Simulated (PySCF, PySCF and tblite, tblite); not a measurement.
# CH7B2NS: a path driven as rotation about a bond, and NMR exchange, part 1 of 2

Aim: the barrier and rate of rotation about a bond in CH7B2NS (`BSBNC`), and what it does to NMR lines.

Programs: PySCF 2.14.0 with density-fitted response routines of our own, and tblite 0.8.0. All values are computed, except where a source is named. Atoms count from 0 throughout.

## 1. The molecule as given

12 atoms, charge 0, multiplicity 1; geometry from: force field or distance geometry start.

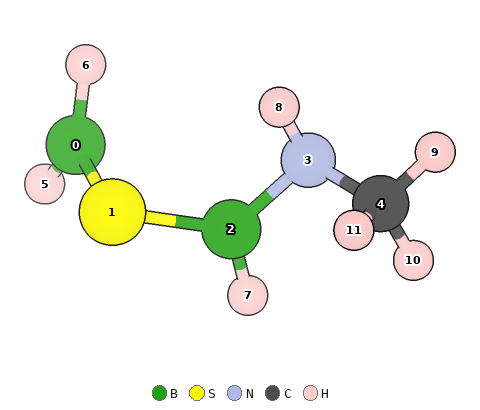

The starting geometry (boron green, sulfur yellow, nitrogen light blue, carbon dark grey, hydrogen pink), atoms numbered.

## 2. GFN2-xTB relaxation, start minimum

The job: settings as JSON, then the geometry in Å.

```
{"job": {"xc": "GFN2-xTB", "basis": "xTB", "kind": "relax"}, "charge": 0, "multiplicity": 1}
B      2.761500    -0.338800    -0.024200
S      1.634400     0.334800     1.329900
B      0.237600     0.648800     0.135200
N     -0.815800    -0.422400    -0.162000
C     -2.135200     0.027100     0.286700
H      3.456500     0.397200    -0.621300
H      2.741300    -1.484500    -0.289000
H      0.163300     1.703800    -0.408300
H     -0.563200    -1.273900     0.418700
H     -2.885000    -0.769900     0.085200
H     -2.445500     0.929200    -0.295700
H     -2.148900     0.247900     1.372400
```

The run is started by

```sh
OMP_NUM_THREADS=1 python ens_run.py task.json out
```

One launch serves the whole session.

What it wrote:

```text
step      E/eV     max force
  0    -390.46165    3.767
  1    -390.76014    2.461
  2    -390.94032    2.381
  3    -391.01332    0.798
  4    -391.05016    0.530
  5    -391.07602    0.607
  6    -391.10186    0.538
  7    -391.12322    0.462
  8    -391.14457    0.440
  9    -391.16353    0.419
 10    -391.18406    0.409
 11    -391.20742    0.427
 12    -391.24230    0.499
 13    -391.29817    0.537
 14    -391.35447    0.621
 15    -391.39469    0.629
 16    -391.44203    0.724
 17    -391.49591    0.618
 18    -391.53932    0.598
 19    -391.59662    0.638
 20    -391.64608    0.743
 21    -391.70509    0.721
 22    -391.75432    0.603
 23    -391.79351    0.447
 24    -391.81378    0.445
 25    -391.83563    0.615
 26    -391.86184    0.601
 27    -391.90092    0.610
 28    -391.93776    0.456
 29    -391.95751    0.382
 30    -391.97427    0.387
 31    -391.99506    0.371
 32    -392.01256    0.400
 33    -392.02547    0.419
 34    -392.03740    0.331
 35    -392.05232    0.394
 36    -392.07241    0.534
 37    -392.09421    0.519
 38    -392.11221    0.332
 39    -392.12339    0.296
 40    -392.12904    0.245
 41    -392.13577    0.291
 42    -392.14322    0.181
 43    -392.14775    0.148
 44    -392.15038    0.172
 45    -392.15601    0.221
 46    -392.16234    0.227
 47    -392.16848    0.151
 48    -392.17229    0.124
 49    -392.17478    0.140
 50    -392.17715    0.163
 51    -392.17944    0.140
 52    -392.18136    0.108
 53    -392.18277    0.119
 54    -392.18387    0.088
 55    -392.18493    0.075
 56    -392.18600    0.086
 57    -392.18682    0.091
 58    -392.18744    0.064
 59    -392.18796    0.058
 60    -392.18851    0.056
 61    -392.18911    0.086
 62    -392.18980    0.088
 63    -392.19059    0.084
 64    -392.19155    0.079
 65    -392.19265    0.092
 66    -392.19386    0.110
 67    -392.19490    0.079
 68    -392.19571    0.095
 69    -392.19637    0.061
 70    -392.19721    0.088
 71    -392.19832    0.091
 72    -392.19952    0.081
 73    -392.20061    0.075
 74    -392.20157    0.077
 75    -392.20236    0.093
 76    -392.20311    0.060
 77    -392.20368    0.056
 78    -392.20408    0.052
 79    -392.20440    0.050
 80    -392.20490    0.064
 81    -392.20581    0.086
 82    -392.20696    0.096
 83    -392.20811    0.099
 84    -392.20940    0.108
 85    -392.21130    0.137
 86    -392.21470    0.170
 87    -392.21836    0.222
 88    -392.22085    0.126
 89    -392.22188    0.195
 90    -392.22342    0.105
 91    -392.22423    0.105
 92    -392.22556    0.062
 93    -392.22656    0.112
 94    -392.22698    0.055
 95    -392.22713    0.044
 96    -392.22736    0.026
 97    -392.22745    0.026
 98    -392.22754    0.020
 99    -392.22759    0.018
100    -392.22763    0.021
101    -392.22767    0.022
102    -392.22773    0.025
103    -392.22782    0.027
104    -392.22792    0.027
105    -392.22802    0.025
106    -392.22811    0.029
107    -392.22819    0.032
108    -392.22826    0.032
109    -392.22835    0.031
110    -392.22844    0.028
111    -392.22855    0.037
112    -392.22867    0.035
113    -392.22878    0.026
114    -392.22888    0.026
115    -392.22898    0.022
116    -392.22904    0.019
117    -392.22908    0.016
118    -392.22911    0.018
119    -392.22915    0.020
120    -392.22919    0.021
121    -392.22923    0.019
122    -392.22928    0.021
123    -392.22933    0.019
124    -392.22936    0.012
125    -392.22937    0.010
126    -392.22938    0.006
127    -392.22938    0.003
128    -392.22938    0.002
```

It took 0.47 s on 1 thread of Intel Xeon Platinum 8559C, shared host.

Gain 1.768 eV; displacement 0.85 Å root mean square.

## 3. Relaxed scan, rotation

The job: settings as JSON, then the geometry in Å.

```
{"job": {"xc": "GFN2-xTB", "basis": "xTB", "coordinate": [["t", [3, 2, 1, 0], 0.5], ["t", [7, 2, 1, 0], 0.5]], "kind": "drive"}, "charge": 0, "multiplicity": 1}
B      3.043862    -0.194571    -0.171390
S      1.682816    -0.907700     0.678059
B      0.220954     0.029383     0.091183
N     -1.008547    -0.320339     0.598422
C     -2.294207     0.264239     0.292350
H      2.881298     0.687128    -0.921332
H      4.103784    -0.635346     0.043925
H      0.333713     0.892859    -0.687341
H     -1.076311    -1.072071     1.271301
H     -2.969126    -0.485489    -0.128301
H     -2.162257     1.064071    -0.432643
H     -2.754782     0.677149     1.193406
```

What it wrote:

```text
point  coordinate     E/eV
  0    104.800     -392.22222
  1    119.800     -392.20371
  2    134.800     -392.18464
  3    149.700     -392.15818
  4    164.800     -392.14209
  5    179.900     -392.13034
  6    195.100     -392.13893
  7    210.200     -392.15616
  8    225.100     -392.18052
  9    240.000     -392.18906
 10    254.900     -392.18562
 11    270.000     -392.18146
```

It took 1.7 s on 1 thread of Intel Xeon Platinum 8559C, shared host.

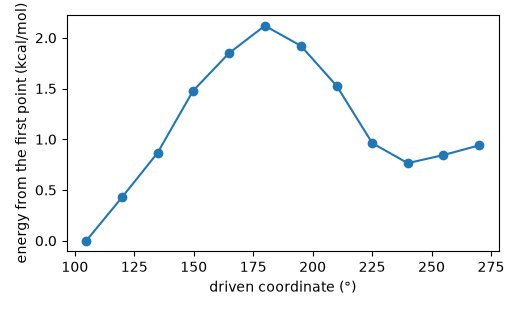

Energy along the scan.

## 4. Nudged elastic band, leg 1

Changed since step 3:

```diff
@@ -1,2 +1,2 @@
-{"job": {"xc": "GFN2-xTB", "basis": "xTB", "coordinate": [["t", [3, 2, 1, 0], 0.5], ["t", [7, 2, 1, 0], 0.5]], "kind": "drive"}, "charge": 0, "multiplicity": 1}
+{"job": {"xc": "GFN2-xTB", "basis": "xTB", "kind": "neb"}, "charge": 0, "multiplicity": 1}
 B      3.043862    -0.194571    -0.171390
```

What it wrote:

```text
image   E - E0 / eV
  0       0.0000
  1       0.0274
  2       0.0674
  3       0.0922
  4       0.0912
  5       0.0565
  6       0.0377
```

Run time: 0.97 s. Hardware: 1 thread of Intel Xeon Platinum 8559C, shared host.

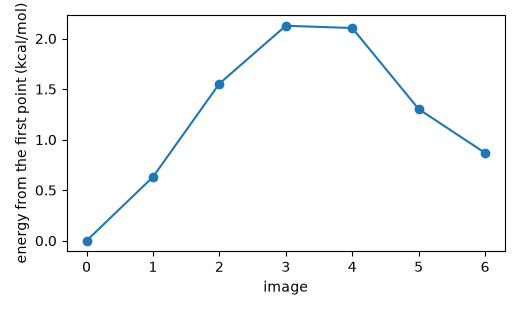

Energy along the band.

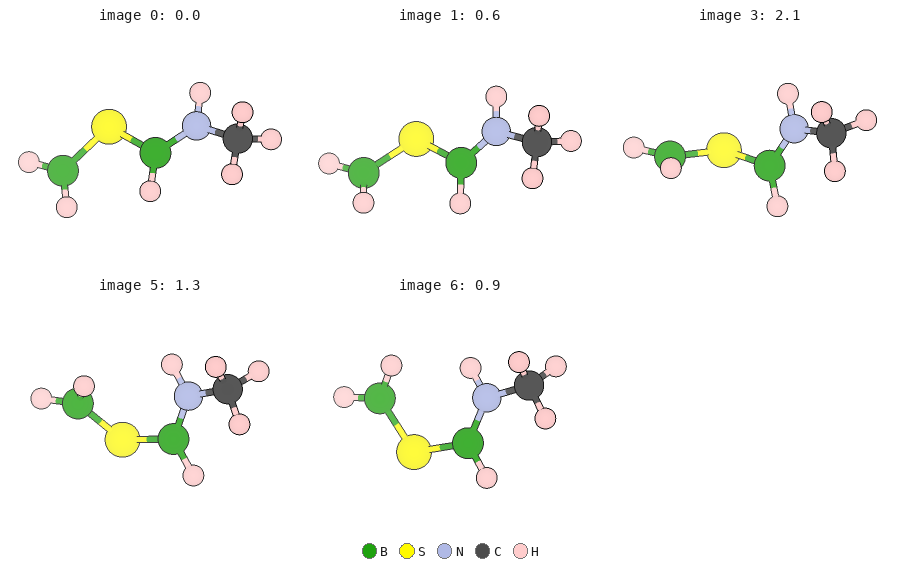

Images along the band, with energies in kcal/mol.

## 5. Saddle search, leg 1

The job: settings as JSON, then the geometry in Å.

```
{"job": {"xc": "GFN2-xTB", "basis": "xTB", "kind": "saddle"}, "charge": 0, "multiplicity": 1}
B      2.796550    -0.079155     0.008899
S      1.660859    -1.337552    -0.417788
B      0.121043    -0.349455    -0.695800
N     -0.827503    -0.317221     0.293215
C     -2.095192     0.380199     0.266587
H      2.461341     1.042026     0.045295
H      3.882664    -0.407113     0.284910
H     -0.033425     0.224148    -1.701867
H     -0.697120    -0.842693     1.148106
H     -2.924979    -0.330403     0.280161
H     -2.154906     0.975220    -0.641797
H     -2.189333     1.042000     1.130077
```

What it wrote:

```text
step      E/eV     max force
  0    -392.13716   0.0381
  1    -392.13618   0.1288
  2    -392.13777   0.0366
  3    -392.13716   0.0577
  4    -392.13557   0.0553
  5    -392.13323   0.1311
  6    -392.13496   0.0132
  7    -392.13419   0.0262
  8    -392.13380   0.0292
  9    -392.13378   0.0155
 10    -392.13379   0.0024
lowest wavenumbers (cm-1): -74.9 122.9 165.3 203.3 243.7 353.7
```

Wall time 1.4 s (1 thread of Intel Xeon Platinum 8559C, shared host).

Point group C1; 1 imaginary mode, 75i cm⁻¹, carried by B0, B2, H7, N3. Steps downhill from it reached both ends.

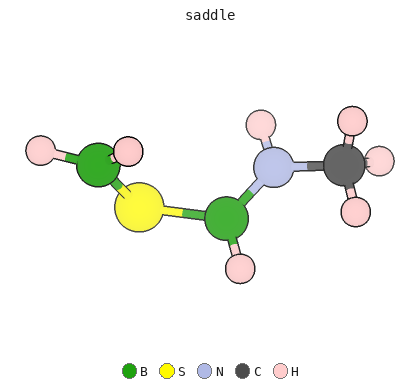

The saddle point.

## 6. Shieldings, start: revPBE/pcSseg-1 in acetone

The job: settings as JSON, then the geometry in Å.

```
{"job": {"kind": "nmr", "xc": "revPBE", "basis": "pcSseg-1", "solvent": "acetone", "pop": false}, "charge": 0, "multiplicity": 1}
B      3.043862    -0.194571    -0.171390
S      1.682816    -0.907700     0.678059
B      0.220954     0.029383     0.091183
N     -1.008547    -0.320339     0.598422
C     -2.294207     0.264239     0.292350
H      2.881298     0.687128    -0.921332
H      4.103784    -0.635346     0.043925
H      0.333713     0.892859    -0.687341
H     -1.076311    -1.072071     1.271301
H     -2.969126    -0.485489    -0.128301
H     -2.162257     1.064071    -0.432643
H     -2.754782     0.677149     1.193406
```

What it wrote:

```text
coarse grid: 10288 points
cycle   1  E = -544.8045679142  dE =  2.641e-01  |g| = 3.868e-01  |ddm| = 2.984e+00
cycle   2  E = -544.7787987417  dE =  2.577e-02  |g| = 5.248e-01  |ddm| = 8.480e-01
cycle   3  E = -544.8448551417  dE = -6.606e-02  |g| = 1.454e-01  |ddm| = 4.726e-01
cycle   4  E = -544.8498759605  dE = -5.021e-03  |g| = 3.137e-02  |ddm| = 1.269e-01
cycle   5  E = -544.8500946863  dE = -2.187e-04  |g| = 9.469e-03  |ddm| = 2.892e-02
cycle   6  E = -544.8501148017  dE = -2.012e-05  |g| = 2.312e-03  |ddm| = 1.120e-02
cycle   7  E = -544.8501161622  dE = -1.361e-06  |g| = 9.063e-04  |ddm| = 3.388e-03
final grid: 93968 points
cycle   8  E = -544.8819903117  dE = -3.912e-05  |g| = 1.297e-02  |ddm| = 3.564e-02
cycle   9  E = -544.8819251893  dE =  6.512e-05  |g| = 2.034e-02  |ddm| = 2.936e-02
cycle  10  E = -544.8820335753  dE = -1.084e-04  |g| = 3.248e-03  |ddm| = 1.893e-02
cycle  11  E = -544.8820361568  dE = -2.581e-06  |g| = 5.668e-04  |ddm| = 2.496e-03
cycle  12  E = -544.8820362334  dE = -7.655e-08  |g| = 1.989e-04  |ddm| = 7.756e-04
cycle  13  E = -544.8820362435  dE = -1.011e-08  |g| = 4.711e-05  |ddm| = 2.345e-04
cycle  14  E = -544.8820362442  dE = -6.818e-10  |g| = 1.631e-05  |ddm| = 6.675e-05
converged SCF energy = -544.8820362442

GIAO shielding tensors (ppm)
atom      isotropic    diamagn.    paramagn.     s11        s22        s33       span
  0 B       28.506     196.597    -168.091    -37.977     -1.716    125.211    163.187
  1 S      363.674    1061.139    -697.465     80.472    268.152    742.398    661.925
  2 B       61.199     199.062    -137.863     31.893     60.465     91.239     59.346
  3 N      119.701     321.821    -202.120      7.993    151.616    199.495    191.502
  4 C      143.786     243.200     -99.413    121.908    127.728    181.723     59.814
  5 H       24.436      30.847      -6.411     18.087     26.616     28.604     10.517
  6 H       24.601      29.756      -5.155     19.357     26.824     27.624      8.267
  7 H       26.449      33.333      -6.884     25.356     25.567     28.423      3.067
  8 H       26.423      32.577      -6.154     20.101     28.403     30.764     10.663
  9 H       28.356      27.368       0.988     24.107     26.518     34.442     10.336
 10 H       28.408      29.323      -0.915     25.159     27.556     32.509      7.350
 11 H       28.356      27.078       1.278     24.106     26.519     34.443     10.337
```

Wall time 7 s (1 thread of Intel Xeon Platinum 8559C, shared host); peak memory 0.63 GiB.

In short: HOMO -6.26 eV, LUMO -2.08 eV; dipole 4.32 D.

(Continued in part 2 of 2.)
